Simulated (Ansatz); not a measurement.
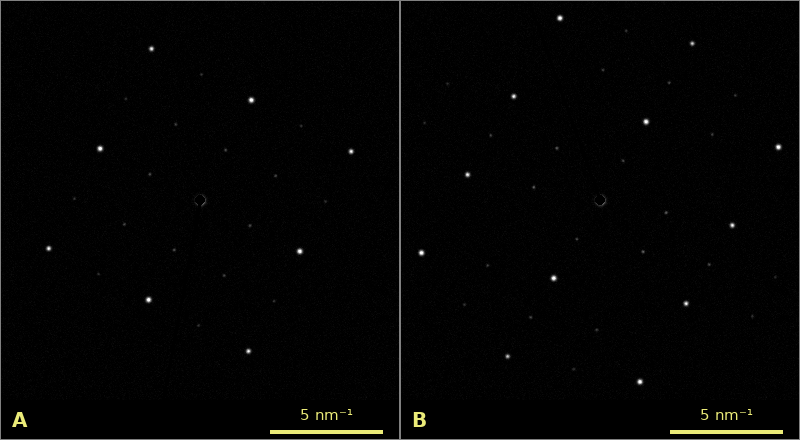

Kinematic electron diffraction patterns (300 kV, B = 0.5 Å², same scale, each along a low-index zone) of two structures of composition CdOs3, each relaxed at zero pressure with DFT PBE, scalar-relativistic, plane waves, PAW (Ansatz 0.2.0).

The structures (standard cells):
1. Pm-3m (No. 221), a = 3.958 Å, 4 atoms; generated start, possibly hypothetical
2. P6_3/mmc (No. 194), a = 5.650 Å, c = 4.466 Å (hexagonal axes), 8 atoms; generated start, possibly hypothetical

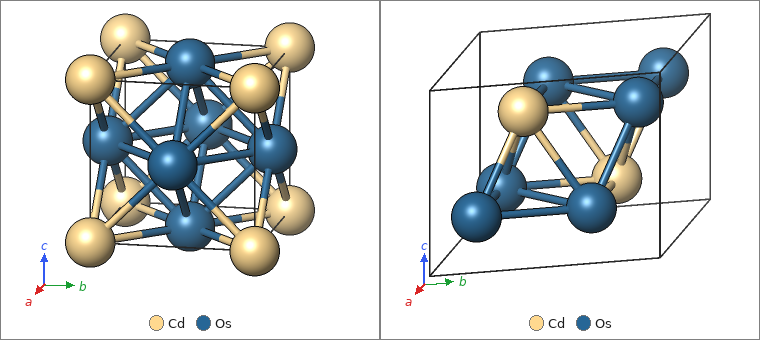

Drawings of the structures 1 to 2, from left to right (each may span several cells).

Q: Which pattern belongs to which structure, and along which zone?

A: A is structure 1 along [001] or an equivalent direction: square net of 1 0 0 (weak) at d = 3.96 Å and 0 1 0 (weak) at d = 3.96 Å, 90.0° apart (some points of this net are extinct or too weak to see). B is structure 2 along [101] or an equivalent direction: centred rectangular net of 0 1 0 (weak) at d = 4.89 Å and 1 0 -1 (weak) at d = 3.30 Å, 70.3° apart (some points of this net are extinct or too weak to see).

Q: Rank the structures by their computed energy.

A: Structure 2 (P6_3/mmc, 15.44 Å³ an atom) is the lowest of these; structure 1 (Pm-3m, 15.51 Å³ an atom) lies about 110 meV an atom higher. These are static energies at 0 K; other structures, not shown, may lie lower still.
